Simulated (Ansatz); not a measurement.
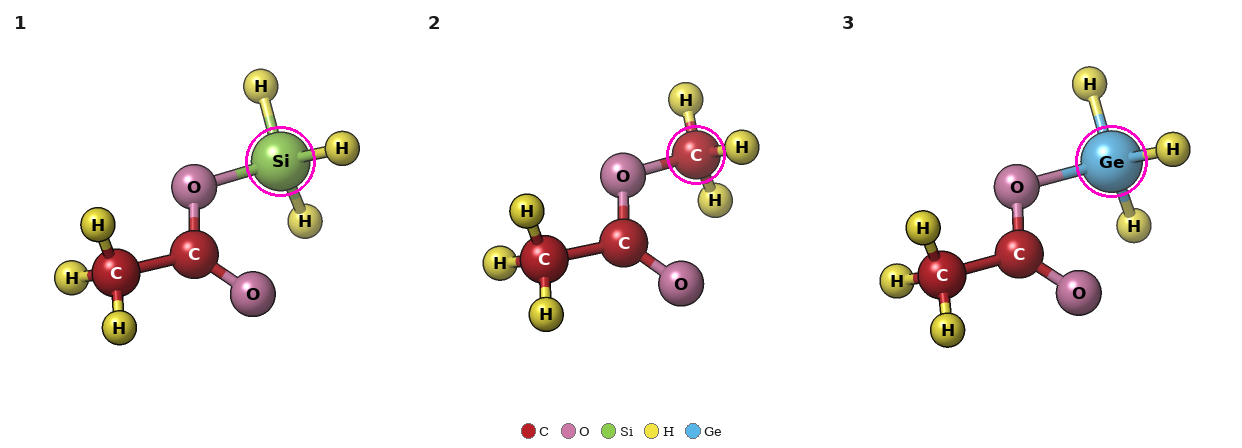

3 molecules with one skeleton, seen from the same side and at one scale; the atom that differs is circled. Each species is neutral and a spin singlet. Computed geometries: PBE0-D4/def2-TZVP optimisations, one conformation each. Properties computed with Ansatz 0.2.0.

One atom differs, called X below: Si in panel 1, C in panel 2, Ge in panel 3. Their formulas are C2H6O2Si (`CC(=O)O[SiH3]`), C3H6O2 (`COC(C)=O`), C2H6GeO2 (`CC(=O)[O][GeH3]`).

Rank them by the mean length of X–H, lowest first (PBE0-D4/def2-TZVP).

Answer. 2 (C), 1 (Si), 3 (Ge).

Rank them by the smallest angle O–X–H, lowest first (PBE0-D4/def2-TZVP).

Answer. 3 (Ge), 1 (Si), 2 (C).

Give the values. With PBE0-D4/def2-TZVP: mean length of X–H (Å), length of X–O (Å), smallest angle O–X–H (°), largest angle O–X–H (°), harmonic zero-point energy (kJ/mol). With ωB97M-V/def2-TZVPP: dipole moment (D), HOMO energy (Kohn–Sham orbital) (eV), HOMO–LUMO gap (eV).

```tsv
quantity	1 (Si)	2 (C)	3 (Ge)
mean length of X–H (Å)	1.480	1.090	1.530
length of X–O (Å)	1.694	1.423	1.834
smallest angle O–X–H (°)	102.6	105.9	100.1
largest angle O–X–H (°)	110.7	110.7	109.1
dipole moment (D)	1.83	1.89	1.52
HOMO energy (Kohn–Sham orbital) (eV)	−10.73	−10.43	−10.45
HOMO–LUMO gap (eV)	12.53	13.13	12.39
harmonic zero-point energy (kJ/mol)	202.7	236.0	197.9
```
